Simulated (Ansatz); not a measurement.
# CH7AlSi2: molecular dynamics (part 1 of 2)

The run: molecular dynamics of CH7AlSi2. Method and program: RKS r2SCAN/def2-SVP (Ansatz 0.2.0).

The geometry comes from this level: PBE0-D4/def2-TZVP. Figures and captions count atoms from 1; the log counts them from 0 in places.

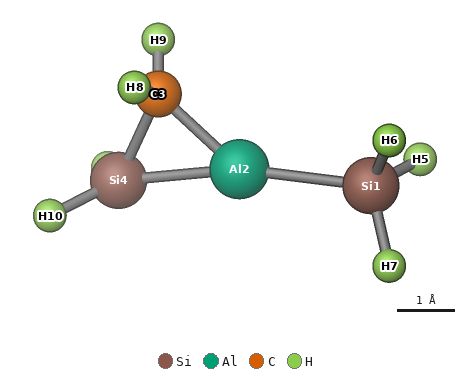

Fig. 1: The starting structure (ball-and-stick view, seen at a tilt; atoms are numbered from 1 in the order of the input). Sticks mark near contacts. Bond lengths as drawn: Al–C 1.96 Å, Al–Si 2.34 to 2.45 Å, C–H 1.09 to 1.10 Å, C–Si 1.92 Å and H–Si 1.49 Å.

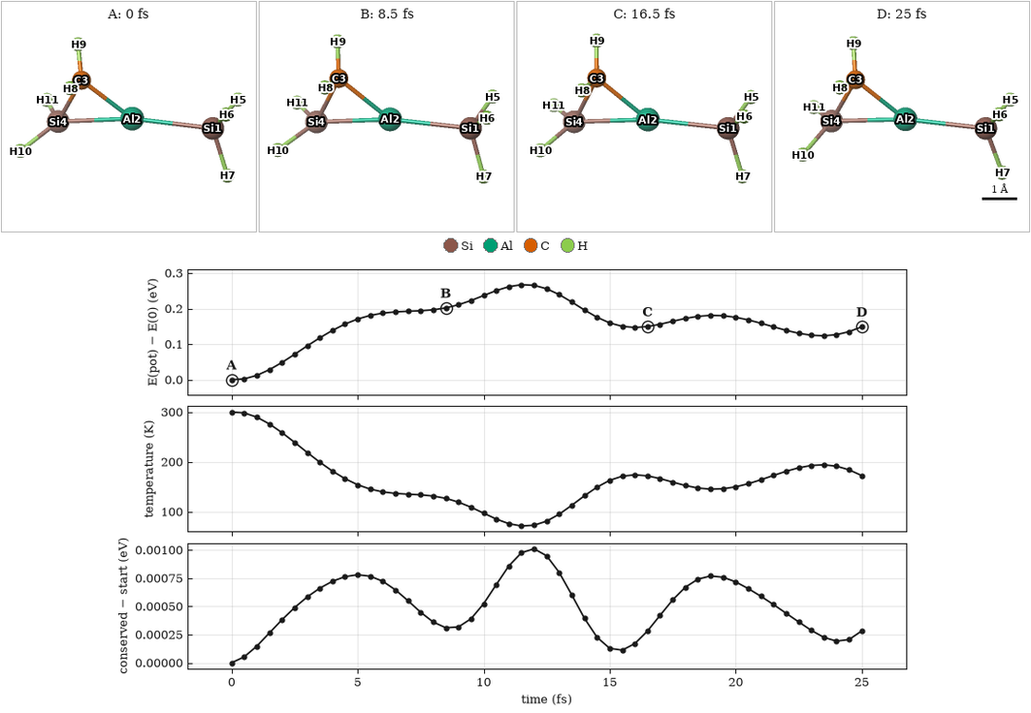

Fig. 2: Frames of the molecular dynamics (ball-and-stick, seen at a tilt) above the curves, on which the letters mark them. The trajectory kept here has 51 frames over 25 fs. The temperature starts at 300 K, ranges from 71 to 300 K and averages 158 K over the second half. The potential energy ends 0.149 eV above its first value. The conserved quantity stays within 0.001 eV. After an unweighted best fit of the last frame on the first, the root-mean-square displacement is 0.16 Å, and H10 has moved furthest (0.34 Å).

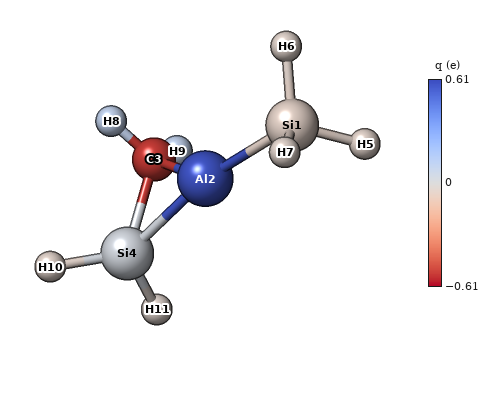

Fig. 3: Mulliken charges, as the colour of each atom (ball-and-stick view, seen at a tilt; atoms are numbered from 1 in the order of the input). By element: Si −0.06 to +0.02, Al +0.58, C −0.53 and H −0.04 to +0.10 e.

These pictures come from the run below.

### The input
```yaml
crystal:
  periodic: [false, false, false]
  atoms:
    - {symbol: Si, position_ang: [-1.299002, 2.198516, -0.626181]}
    - {symbol: Al, position_ang: [0.047888, 0.200610, -0.207304]}
    - {symbol: C, position_ang: [0.269510, -1.252051, 1.092966]}
    - {symbol: Si, position_ang: [1.500953, -1.625237, -0.326264]}
    - {symbol: H, position_ang: [-2.531418, 1.792438, -1.360526]}
    - {symbol: H, position_ang: [-1.713002, 2.857230, 0.643696]}
    - {symbol: H, position_ang: [-0.572931, 3.195030, -1.458955]}
    - {symbol: H, position_ang: [0.779434, -0.896046, 1.996216]}
    - {symbol: H, position_ang: [-0.467546, -2.004255, 1.372085]}
    - {symbol: H, position_ang: [2.941734, -1.715222, 0.036488]}
    - {symbol: H, position_ang: [1.109880, -2.807914, -1.141721]}
basis:
  gaussian: {orbitals: def2-SVP}
hamiltonian: {xc: {name: r2SCAN}}
md: {timestep: 0.5 fs, n_steps: 50, ensemble: nve, temperature: 300, initial_velocities: maxwell_boltzmann, seed: 985}
```

Launched with:
```bash
ansatz run in.yaml --threads 2 --pin off --events-out ev --progress --plain --max-ram 4352MiB
```

### Log
```
Functional definition: r2SCAN
  name "r2SCAN"
  cite "Furness, Kaplan, Ning, Perdew & Sun, J. Phys. Chem. Lett. 11, 8208 (2020) doi:10.1021/acs.jpclett.0c02405"
  cite "Furness, Kaplan, Ning, Perdew & Sun, J. Phys. Chem. Lett. 11, 9248 (2020) doi:10.1021/acs.jpclett.0c03077"
  parent r2scan
  parameter k0 = 0.174
  parameter k1 = 0.065
  parameter a1 = 4.9479
  exchange = r2scan_x(k0 = k0, k1 = k1, a1 = a1)
  correlation = r2scan_c
1149 factors; their error is unknown
mean field evaluation 1: about -23482.3927 eV, gradient 5.6e1 eV
mean field evaluation 2: about -23438.9719 eV, gradient 1.0e2 eV
mean field evaluation 4: about -23490.4555 eV, gradient 1.1e1 eV
mean field evaluation 8: about -23490.9560 eV, gradient 1.5e-1 eV
mean field evaluation 16: about -23490.8676 eV, gradient 1.6e-4 eV
mean field -23490.86755316 eV, -863.2734598967 hartree, gradient 3.2e-5 eV, S^2 0.000000; 0 other end points of the search recorded, 0 dependent functions left out
the calculation of the forces begins
reference -23490.86756568 eV, -863.2734603570 hartree; 27, 27 occupied and 76, 76 virtual orbitals, 1149 factors
md step     0: t =     0.00 fs  T =   300.0 K  F+E_penalty+E_count = -23490.86755316 eV  E_kin = 0.349002 eV  conserved = -23490.51855116 eV  (28 SCF iters)
these checks for a lower state are left out or cut short: starts, cluster_reference, orbital_swaps, neighbouring_geometries, increment
1149 factors; their error is unknown
mean field -23490.86533588 eV, -863.2733784131 hartree, gradient 1.5e-5 eV, S^2 0.000000; 0 other end points of the search recorded, 0 dependent functions left out
the calculation of the forces begins
reference -23490.86534842 eV, -863.2733788738 hartree; 27, 27 occupied and 76, 76 virtual orbitals, 1149 factors
md step     1: t =     0.50 fs  T =   298.1 K  F+E_penalty+E_count = -23490.86533588 eV  E_kin = 0.346836 eV  conserved = -23490.51849945 eV  (30 SCF iters)
[... from here on the SCF iterations and repeated set-up lines of each step are left out, up to the last step ...]
md step     2: t =     1.00 fs  T =   289.7 K  F+E_penalty+E_count = -23490.85547548 eV  E_kin = 0.337071 eV  conserved = -23490.51840420 eV  (30 SCF iters)
md step     3: t =     1.50 fs  T =   276.1 K  F+E_penalty+E_count = -23490.83944666 eV  E_kin = 0.321159 eV  conserved = -23490.51828747 eV  (30 SCF iters)
md step     4: t =     2.00 fs  T =   258.7 K  F+E_penalty+E_count = -23490.81907480 eV  E_kin = 0.300905 eV  conserved = -23490.51816952 eV  (30 SCF iters)
md step     5: t =     2.50 fs  T =   239.1 K  F+E_penalty+E_count = -23490.79622897 eV  E_kin = 0.278167 eV  conserved = -23490.51806201 eV  (31 SCF iters)
md step     6: t =     3.00 fs  T =   218.9 K  F+E_penalty+E_count = -23490.77263680 eV  E_kin = 0.254668 eV  conserved = -23490.51796850 eV  (31 SCF iters)
md step     7: t =     3.50 fs  T =   199.4 K  F+E_penalty+E_count = -23490.74980685 eV  E_kin = 0.231916 eV  conserved = -23490.51789040 eV  (31 SCF iters)
md step     8: t =     4.00 fs  T =   181.5 K  F+E_penalty+E_count = -23490.72900050 eV  E_kin = 0.211171 eV  conserved = -23490.51782907 eV  (31 SCF iters)
md step     9: t =     4.50 fs  T =   166.3 K  F+E_penalty+E_count = -23490.71120591 eV  E_kin = 0.193418 eV  conserved = -23490.51778769 eV  (31 SCF iters)
md step    10: t =     5.00 fs  T =   154.1 K  F+E_penalty+E_count = -23490.69708482 eV  E_kin = 0.179314 eV  conserved = -23490.51777117 eV  (31 SCF iters)
md step    11: t =     5.50 fs  T =   145.4 K  F+E_penalty+E_count = -23490.68689574 eV  E_kin = 0.169112 eV  conserved = -23490.51778422 eV  (30 SCF iters)
md step    12: t =     6.00 fs  T =   139.8 K  F+E_penalty+E_count = -23490.68042117 eV  E_kin = 0.162592 eV  conserved = -23490.51782928 eV  (31 SCF iters)
md step    13: t =     6.50 fs  T =   136.7 K  F+E_penalty+E_count = -23490.67693534 eV  E_kin = 0.159031 eV  conserved = -23490.51790454 eV  (31 SCF iters)
md step    14: t =     7.00 fs  T =   135.2 K  F+E_penalty+E_count = -23490.67524548 eV  E_kin = 0.157245 eV  conserved = -23490.51800059 eV  (31 SCF iters)
md step    15: t =     7.50 fs  T =   133.9 K  F+E_penalty+E_count = -23490.67383678 eV  E_kin = 0.155733 eV  conserved = -23490.51810333 eV  (30 SCF iters)
md step    16: t =     8.00 fs  T =   131.5 K  F+E_penalty+E_count = -23490.67111342 eV  E_kin = 0.152923 eV  conserved = -23490.51819046 eV  (31 SCF iters)
md step    17: t =     8.50 fs  T =   126.8 K  F+E_penalty+E_count = -23490.66573293 eV  E_kin = 0.147492 eV  conserved = -23490.51824076 eV  (31 SCF iters)
md step    18: t =     9.00 fs  T =   119.2 K  F+E_penalty+E_count = -23490.65695892 eV  E_kin = 0.138725 eV  conserved = -23490.51823411 eV  (29 SCF iters)
md step    19: t =     9.50 fs  T =   109.0 K  F+E_penalty+E_count = -23490.64496498 eV  E_kin = 0.126804 eV  conserved = -23490.51816124 eV  (31 SCF iters)
md step    20: t =    10.00 fs  T =    97.1 K  F+E_penalty+E_count = -23490.63097118 eV  E_kin = 0.112943 eV  conserved = -23490.51802779 eV  (31 SCF iters)
md step    21: t =    10.50 fs  T =    85.3 K  F+E_penalty+E_count = -23490.61713173 eV  E_kin = 0.099273 eV  conserved = -23490.51785856 eV  (31 SCF iters)
md step    22: t =    11.00 fs  T =    76.0 K  F+E_penalty+E_count = -23490.60613677 eV  E_kin = 0.088444 eV  conserved = -23490.51769316 eV  (31 SCF iters)
md step    23: t =    11.50 fs  T =    71.4 K  F+E_penalty+E_count = -23490.60059430 eV  E_kin = 0.083019 eV  conserved = -23490.51757554 eV  (31 SCF iters)
md step    24: t =    12.00 fs  T =    72.9 K  F+E_penalty+E_count = -23490.60234875 eV  E_kin = 0.084808 eV  conserved = -23490.51754071 eV  (31 SCF iters)
md step    25: t =    12.50 fs  T =    81.1 K  F+E_penalty+E_count = -23490.61194017 eV  E_kin = 0.094337 eV  conserved = -23490.51760294 eV  (31 SCF iters)
md step    26: t =    13.00 fs  T =    95.1 K  F+E_penalty+E_count = -23490.62838322 eV  E_kin = 0.110632 eV  conserved = -23490.51775092 eV  (31 SCF iters)
md step    27: t =    13.50 fs  T =   112.9 K  F+E_penalty+E_count = -23490.64934515 eV  E_kin = 0.131394 eV  conserved = -23490.51795090 eV  (31 SCF iters)
md step    28: t =    14.00 fs  T =   132.0 K  F+E_penalty+E_count = -23490.67167175 eV  E_kin = 0.153515 eV  conserved = -23490.51815690 eV  (31 SCF iters)
md step    29: t =    14.50 fs  T =   149.4 K  F+E_penalty+E_count = -23490.69210027 eV  E_kin = 0.173775 eV  conserved = -23490.51832477 eV  (30 SCF iters)
md step    30: t =    15.00 fs  T =   162.9 K  F+E_penalty+E_count = -23490.70794903 eV  E_kin = 0.189526 eV  conserved = -23490.51842256 eV  (31 SCF iters)
md step    31: t =    15.50 fs  T =   171.2 K  F+E_penalty+E_count = -23490.71761271 eV  E_kin = 0.199173 eV  conserved = -23490.51843936 eV  (31 SCF iters)
md step    32: t =    16.00 fs  T =   174.0 K  F+E_penalty+E_count = -23490.72075757 eV  E_kin = 0.202376 eV  conserved = -23490.51838143 eV  (31 SCF iters)
md step    33: t =    16.50 fs  T =   171.9 K  F+E_penalty+E_count = -23490.71822960 eV  E_kin = 0.199960 eV  conserved = -23490.51826993 eV  (31 SCF iters)
md step    34: t =    17.00 fs  T =   166.4 K  F+E_penalty+E_count = -23490.71173725 eV  E_kin = 0.193606 eV  conserved = -23490.51813123 eV  (31 SCF iters)
md step    35: t =    17.50 fs  T =   159.4 K  F+E_penalty+E_count = -23490.70342410 eV  E_kin = 0.185430 eV  conserved = -23490.51799423 eV  (31 SCF iters)
md step    36: t =    18.00 fs  T =   152.6 K  F+E_penalty+E_count = -23490.69542273 eV  E_kin = 0.177541 eV  conserved = -23490.51788168 eV  (31 SCF iters)
md step    37: t =    18.50 fs  T =   147.6 K  F+E_penalty+E_count = -23490.68949148 eV  E_kin = 0.171681 eV  conserved = -23490.51781002 eV  (29 SCF iters)
md step    38: t =    19.00 fs  T =   145.3 K  F+E_penalty+E_count = -23490.68677501 eV  E_kin = 0.168994 eV  conserved = -23490.51778150 eV  (31 SCF iters)
md step    39: t =    19.50 fs  T =   146.1 K  F+E_penalty+E_count = -23490.68773459 eV  E_kin = 0.169942 eV  conserved = -23490.51779287 eV  (31 SCF iters)
md step    40: t =    20.00 fs  T =   149.9 K  F+E_penalty+E_count = -23490.69220496 eV  E_kin = 0.174371 eV  conserved = -23490.51783414 eV  (31 SCF iters)
md step    41: t =    20.50 fs  T =   156.1 K  F+E_penalty+E_count = -23490.69954634 eV  E_kin = 0.181653 eV  conserved = -23490.51789366 eV  (31 SCF iters)
md step    42: t =    21.00 fs  T =   164.1 K  F+E_penalty+E_count = -23490.70882121 eV  E_kin = 0.190859 eV  conserved = -23490.51796240 eV  (31 SCF iters)
md step    43: t =    21.50 fs  T =   172.7 K  F+E_penalty+E_count = -23490.71893762 eV  E_kin = 0.200902 eV  conserved = -23490.51803534 eV  (31 SCF iters)
md step    44: t =    22.00 fs  T =   181.0 K  F+E_penalty+E_count = -23490.72873213 eV  E_kin = 0.210621 eV  conserved = -23490.51811155 eV  (31 SCF iters)
md step    45: t =    22.50 fs  T =   188.1 K  F+E_penalty+E_count = -23490.73699907 eV  E_kin = 0.218810 eV  conserved = -23490.51818914 eV  (31 SCF iters)
md step    46: t =    23.00 fs  T =   192.8 K  F+E_penalty+E_count = -23490.74251780 eV  E_kin = 0.224254 eV  conserved = -23490.51826401 eV  (30 SCF iters)
md step    47: t =    23.50 fs  T =   194.1 K  F+E_penalty+E_count = -23490.74412790 eV  E_kin = 0.225802 eV  conserved = -23490.51832629 eV  (30 SCF iters)
md step    48: t =    24.00 fs  T =   191.3 K  F+E_penalty+E_count = -23490.74089757 eV  E_kin = 0.222538 eV  conserved = -23490.51835925 eV  (30 SCF iters)
```
